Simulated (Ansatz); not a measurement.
## ZrC: pressure series

Consider ZrC in the rock salt structure (space group Fm-3m, No. 225; a = 4.669 Å).

Cell and atoms are relaxed at each pressure.

Calculations: PBEsol/PAW in Ansatz (a quantum-chemistry and plane-wave program), scalar-relativistic without spin-orbit coupling.

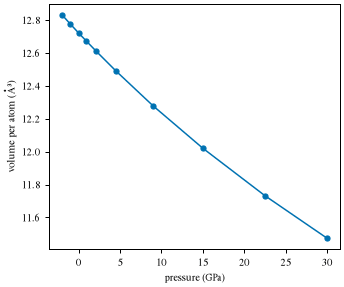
Figure. Volume per atom against pressure

### Question
From the plot, what is the volume per atom for pressure 2.1 GPa?

### Answer
About 12.6 Å³.

### Question
Is the trend monotonic over the range shown?

### Answer
Yes, it falls throughout, spanning 11.47 Å³ to 12.83 Å³.

Load acts through the strain it causes; cell and atoms are relaxed under it. No phonon test of stability was made. Competing high-pressure phases were not computed. All final runs are without spin polarisation.
